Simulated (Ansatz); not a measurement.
The figure comes from a scan of TiC (rock salt): the crystal slips on the {100} plane by s times a lattice vector of 3.06 Å, no atom relaxing, γ being the energy change per area. These are r2SCAN (plane waves to 500 eV, PAW, scalar-relativistic; Ansatz, a first-principles code) values and carry that method's errors. k mesh 13×13×13 (Γ-centred), Fermi-Dirac smearing 0.05 eV. Compression counts positive. Faults lie only 6.5 Å apart, and holding the cell height and the atoms raises γ above its relaxed value. The PAW data are Ansatz's earlier set. TiC is run without spin polarisation. TiC was relaxed with its symmetry unable to fall. 

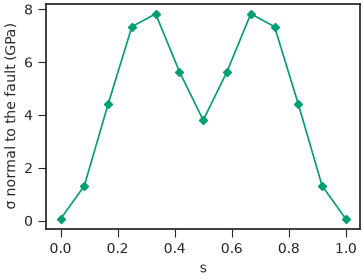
*σ normal to the fault (GPa) against s; markers are the computed points, lines only join them (the last repeats the first, one period on).*

### Question
List the plotted points as numbers.

### Answer
To the nearest 0.1:

```json
[
 {"s": "0.000", "σ normal to the fault (GPa)": "0.1"},
 {"s": "0.083", "σ normal to the fault (GPa)": "1.3"},
 {"s": "0.167", "σ normal to the fault (GPa)": "4.4"},
 {"s": "0.250", "σ normal to the fault (GPa)": "7.3"},
 {"s": "0.333", "σ normal to the fault (GPa)": "7.8"},
 {"s": "0.417", "σ normal to the fault (GPa)": "5.6"},
 {"s": "0.500", "σ normal to the fault (GPa)": "3.8"},
 {"s": "0.583", "σ normal to the fault (GPa)": "5.6"},
 {"s": "0.667", "σ normal to the fault (GPa)": "7.8"},
 {"s": "0.750", "σ normal to the fault (GPa)": "7.3"},
 {"s": "0.833", "σ normal to the fault (GPa)": "4.4"},
 {"s": "0.917", "σ normal to the fault (GPa)": "1.3"}
]
```

(The slope of γ gives the shear force per area between the displaced halves; near zero shift its curvature is an elastic stiffness.)
